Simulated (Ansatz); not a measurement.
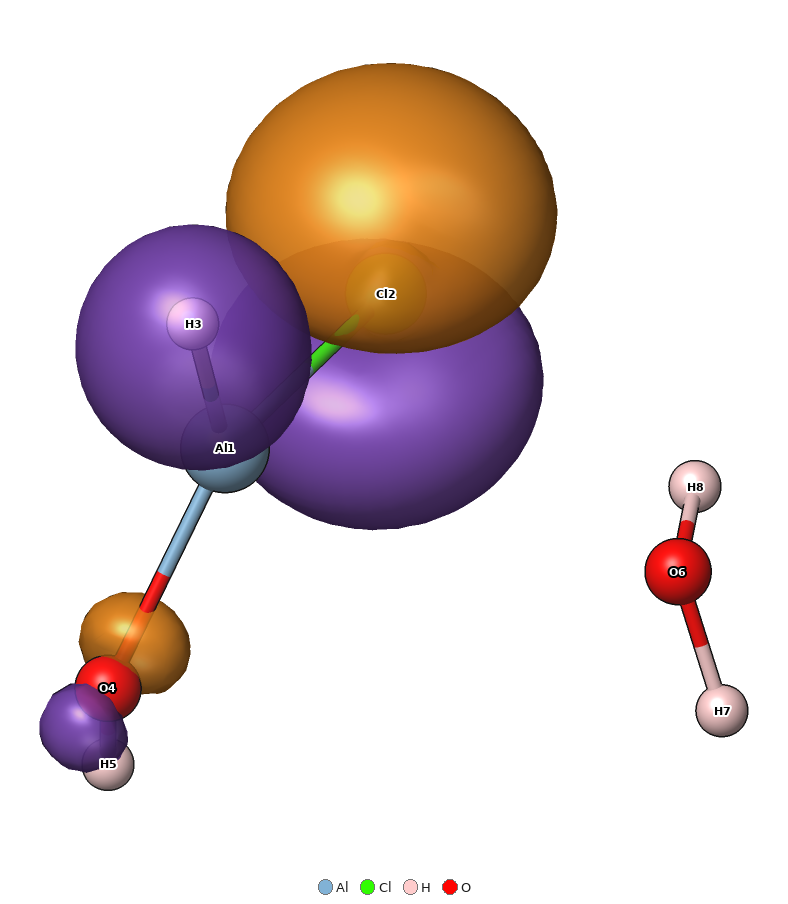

Figure 1: AlClH2O···H2O. The HOMO at ±0.15 Å⁻³ᐟ² (orange and purple are the two phases), seen at a tilt.

Not at a stationary point (largest force 1.3 eV/Å).

Method: RHF/cc-pVDZ (Ansatz 0.2.0).

```csv
atom,x (Å),y (Å),z (Å)
Al,0.0889,-0.3496,-0.0586
Cl,-0.0360,-0.4929,2.1420
H,1.4756,-0.2025,-0.7495
O,-1.3438,-0.6486,-0.9308
H,-2.1941,-0.8450,-0.5724
O,-0.3399,2.4395,0.8459
H,-1.1942,2.8385,0.7504
H,-0.3431,2.0316,1.7280
```

Question: Where does this orbital lie, and at what energy?

Answer: By Hirshfeld shares it lies mainly on Cl2 (about 75 %) and H3 (about 10 %); largely a lone pair of Cl2. Its energy is −12.16 eV.
